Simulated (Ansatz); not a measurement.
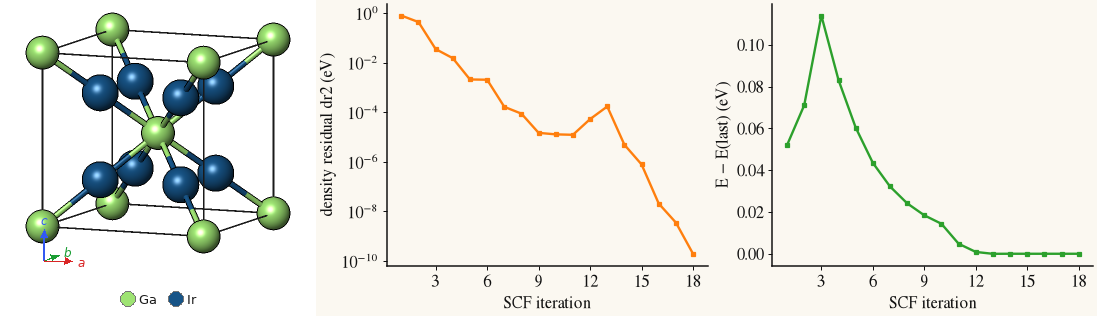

Beside the plot: the structure in its conventional cell.

The plot shows the SCF iterations of a calculation: density residual dr2, Harris–Foulkes energy less its last value. dr2 is the charge part; the magnetisation has a residual of its own.

Program: Ansatz.

```
crystal:
  lattice:
    - [-2.7891575513, 2.7891575513, 2.7891575513]
    - [2.7891575513, -2.7891575513, 2.7891575513]
    - [2.7891575513, 2.7891575513, -2.7891575513]
  atoms:
    - { symbol: Ga, position: [0.0, 0.0, 0.0] }
    - { symbol: Ir, position: [0.0, 0.5, 0.0], spin: 1.0 }
    - { symbol: Ir, position: [0.5, 0.5, 0.5], spin: 1.0 }
    - { symbol: Ir, position: [0.0, 0.0, 0.5], spin: 1.0 }
    - { symbol: Ir, position: [0.5, 0.0, 0.0], spin: 1.0 }
basis:
  ecutwfc: 420
kpoints:
  mp_grid: { grid: [4, 4, 4] }
hamiltonian:
  xc: pbe
scf:
  occupations: { method: gaussian, width: 0.1 }
  lower_state_search: "off"
output:
  forces: true
  stress: true
  eigenvalues: true
  populations: true
magnetization:
  spin_polarized: true
```

Run as:
```bash
ansatz run input.yaml --threads 1 --pin off --max-ram 2560MiB --backend cpu --events-out ev --progress --plain --runs-dir out
```

**Did the calculation converge?**

Converged, in 18 iterations. The residual falls unevenly and jumps up by a factor of two or more twice on the way down. The program keeps the magnetisation out of the quasi-Newton mixer until iteration 9 and then restarts the mixer with it. From the first spectrum the program read the system as a metal and chose the Kerker preconditioner. The program put off closing at iteration 16, as the moment had not settled.

**Read the residual at the first and at the last step drawn.**

It starts near 0.8 and ends near 2 × 10⁻¹⁰ eV.
